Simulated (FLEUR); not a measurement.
Band structure of Fe3Ge (Fm-3m, 4 atoms in the cell).

```
CELL_PARAMETERS angstrom
      0.00000     2.81347     2.81347
      2.81347     0.00000     2.81347
      2.81347     2.81347     0.00000
ATOMIC_POSITIONS crystal
  Fe 0.50000 0.50000 0.50000
  Fe 0.25000 0.25000 0.25000
  Fe 0.75000 0.75000 0.75000
  Ge 0.00000 0.00000 0.00000
```
Moments meant for the start (each program seeds them in its own way; μB, in the order of the atoms Fe Fe Fe Ge): 4.0 4.0 4.0 0.0.

Computed with PBEsol, all-electron FLAPW (FLEUR), scalar-relativistic valence in FLEUR.

Settings: Kmax = 3.8 1/bohr; GmaxXC = 13.3 1/bohr; xcFunctional = PBEs; jspins = 2; l_soc = F; mode = hist; fermiSmearingEnergy = 0.00499791 Htr; mesh (inpgen div1-3) = 9 9 9; inpgen gamma flag = false; Gmax = 13.3 1/bohr; numbands = 0; maxIterBroyd = 99; imix = Anderson; alpha = 0.05.

The starting cell comes from a database of computed structures (which also holds hypothetical and non-ambient phases and stackings), without a prior relaxation at this level. Its lattice was rescaled by a random factor within 2.5 % of one. Values depend on the basis (sphere radii, cutoffs, local orbitals), which need not be converged.

These are the values that this program gave, and no reference: the default basis lacks the next d shell.

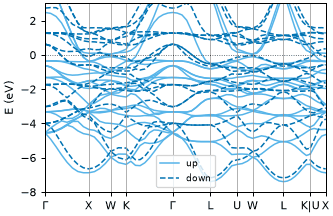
*Bands along the path, energies from the Fermi level.*

Levels in eV from the Fermi level, bands 31 to 38 of the first spin channel:
```tsv
point	31	32	33	34	35	36	37	38
Γ	-0.63	-0.36	-0.36	2.47	4.10	4.10	4.10	6.36
X	-1.09	-0.85	-0.40	-0.38	-0.38	0.09	3.76	5.49
W	-1.20	-0.90	-0.90	-0.11	0.04	0.04	6.26	7.20
K	-1.31	-0.81	-0.37	-0.33	0.16	0.33	4.24	7.70
L	-1.37	-0.82	-0.82	-0.50	3.55	3.55	3.66	5.19
U	-1.31	-0.81	-0.37	-0.33	0.16	0.33	4.24	7.70
```
